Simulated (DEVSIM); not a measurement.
System: Ru/Si3N4/SiO2/p-Si capacitor, at 400 K.

| layer (left to right) | material | thickness (nm) | Na (cm⁻³) |
|---|---|---|---|
| 1 | Si3N4 | 29.0 | - |
| 2 | SiO2 | 0.550 | - |
| 3 | Si | 1800 | 5e15 |

Metal gate on the left, work function 4.7 eV. Fixed charge at the semiconductor interface -2.7e11 cm⁻² (in units of +e); no interface traps.

The device is made up for the run: typed textbook-type constants, with dimensions and the other settings drawn at random. Values at 300 K; Nc and Nv go as T^1.5, mobilities as T to minus their exponent, the gap by Varshni's rule with the affinity fixed.

| parameter | Si3N4 | SiO2 | Si |
|---|---|---|---|
| gap (eV) | 5.1 | 9 | 1.124 |
| affinity (eV) | 2.1 | 0.9 | 4.05 |
| permittivity | 7.5 | 3.9 | 11.7 |
| Nc (cm⁻³) | - | - | 2.86e19 |
| Nv (cm⁻³) | - | - | 3.1e19 |
| Varshni α (eV/K) | - | - | 0.000473 |
| Varshni β (K) | - | - | 636 |

Simulated with DEVSIM: 1D Poisson equation in equilibrium, Boltzmann statistics, complete ionisation; no quantum confinement or tunnelling. Metal contacts follow the ideal Schottky-Mott rule: no Fermi-level pinning, no interface dipoles.

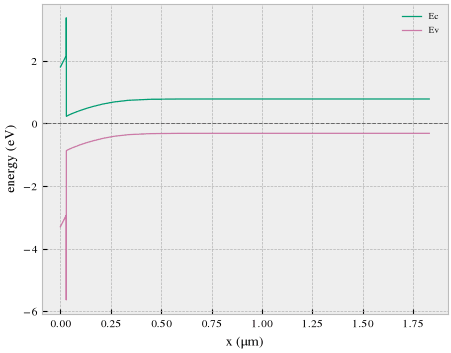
*Band edges at 0.8 V on the gate*

Energies count from the Fermi level of the right contact; mesh points crowd at the junctions.

```
x (μm)    Ec (eV)  Ev (eV)  n (cm⁻³)  p (cm⁻³)  field (V/cm)
--------  -------  -------  --------  --------  ------------
0.000       1.800   -3.300     < 1e2     < 1e2        130000
0.001490    1.819   -3.281     < 1e2     < 1e2        130000
0.004925    1.862   -3.238     < 1e2     < 1e2        130000
0.01222     1.953   -3.147     < 1e2     < 1e2        130000
0.02367     2.096   -3.004     < 1e2     < 1e2        130000
0.02724     2.141   -2.959     < 1e2     < 1e2        130000
0.02892     2.162   -2.938     < 1e2     < 1e2        130000
0.02976     0.227   -0.870    6.1e16     5.3e8         38000
0.03160     0.234   -0.863    5.0e16     6.4e8         36000
0.03587     0.248   -0.848    3.3e16     9.9e8         33000
0.04642     0.281   -0.815    1.3e16     2.6e9         29000
0.08540     0.383   -0.714    6.6e14    4.8e10         24000
0.1613      0.541   -0.556    6.8e12    4.7e12         18000
0.3383      0.739   -0.358    2.2e10    1.5e15          5200
0.9886      0.781   -0.316     6.4e9    5.0e15           ≈ 0
1.482       0.781   -0.316     6.4e9    5.0e15           ≈ 0
1.681       0.781   -0.316     6.4e9    5.0e15           ≈ 0
1.769       0.781   -0.316     6.4e9    5.0e15           ≈ 0
1.810       0.781   -0.316     6.4e9    5.0e15           ≈ 0
1.822       0.781   -0.316     6.4e9    5.0e15           ≈ 0
1.827       0.781   -0.316     6.4e9    5.0e15           ≈ 0
1.830       0.781   -0.316     6.4e9    5.0e15           ≈ 0
```
